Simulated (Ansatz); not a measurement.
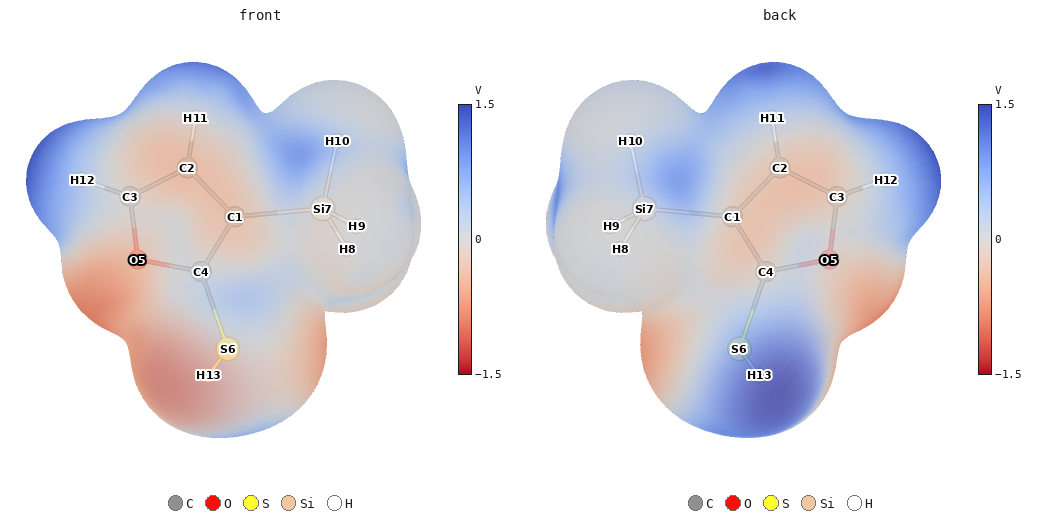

The picture shows: C$_{4}$H$_{6}$OSSi (SMILES [SiH3]c1ccoc1S). The electrostatic potential painted on the density surface at 0.002 e/bohr³, seen from the front and from behind; red is negative and blue positive.

Geometry: B3LYP/def2-SVP.

Level of theory: isolated molecule in a Gaussian basis; Kohn-Sham density functional theory, functional PBE0 in Ansatz.

The calculation's input:

```
crystal:
  periodic: [false, false, false]
  atoms:
    - symbol: C
      position_ang: [-0.628916, 0.206062, 0.313632]
    - symbol: C
      position_ang: [-0.202429, 1.266222, 1.194153]
    - symbol: C
      position_ang: [0.817525, 1.916234, 0.561496]
    - symbol: C
      position_ang: [0.186013, 0.318925, -0.792156]
    - symbol: O
      position_ang: [1.056363, 1.357043, -0.649167]
    - symbol: S
      position_ang: [0.168992, -0.561594, -2.314319]
    - symbol: Si
      position_ang: [-1.969340, -1.072570, 0.605284]
    - symbol: H
      position_ang: [-1.418181, -2.455774, 0.525884]
    - symbol: H
      position_ang: [-3.077319, -0.943934, -0.384187]
    - symbol: H
      position_ang: [-2.522794, -0.850774, 1.973114]
    - symbol: H
      position_ang: [-0.606262, 1.502278, 2.177069]
    - symbol: H
      position_ang: [1.450608, 2.757310, 0.833671]
    - symbol: H
      position_ang: [1.334155, -1.237376, -2.142018]
basis:
  gaussian: {orbitals: def2-SVPD}
magnetization: {spin_polarized: false, initial_magnetization: 0}
hamiltonian: {xc: pbe0}
output: {forces: true, orbitals: {seedname: orbitals}}
```

Launched as:

```sh
ansatz run input.yaml --threads 2 --pin off --max-ram 5220MiB --events-out events.jsonl --progress --plain --runs-dir runs
```

Q: Where is the surface potential most negative and most positive?

A: The most negative region (about −0.9 V) lies over O5 and S6, the most positive (about +1.4 V) over H12 and H13.
